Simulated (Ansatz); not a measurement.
Molecule: Si₂H₃SCl, SMILES Cl[Si@@H]1[SiH2]S1.

Kohn-Sham orbital energies near the frontier, LDA (SPW92)/def2-TZVPP, the Ansatz code 0.2.0, at a PBE0-D4/def2-TZVP geometry (a minimum by its frequencies), isolated molecule; empty levels in grey, levels within 0.03 eV side by side.

Q: Where do the frontier orbitals lie?

A: HOMO at −6.46 eV, LUMO at −1.86 eV, 4.60 eV apart.

Q: How far below the HOMO does the next level lie?

A: 0.30 eV.

Q: List the levels.

A:
```tsv
orbital	energy (eV)
LUMO+2	−1.30
LUMO+1	−1.52
LUMO	−1.86
HOMO	−6.46
HOMO−1	−6.76
HOMO−2	−7.88
HOMO−3	−8.46
HOMO−4	−8.94
```

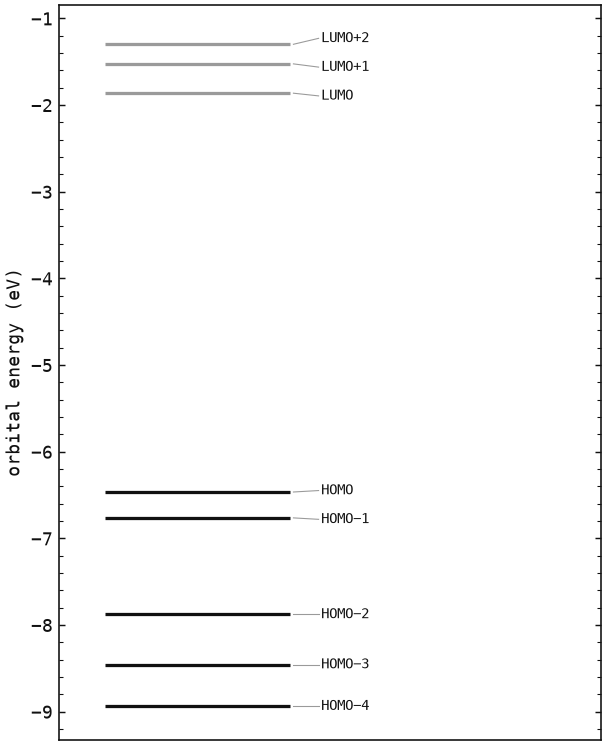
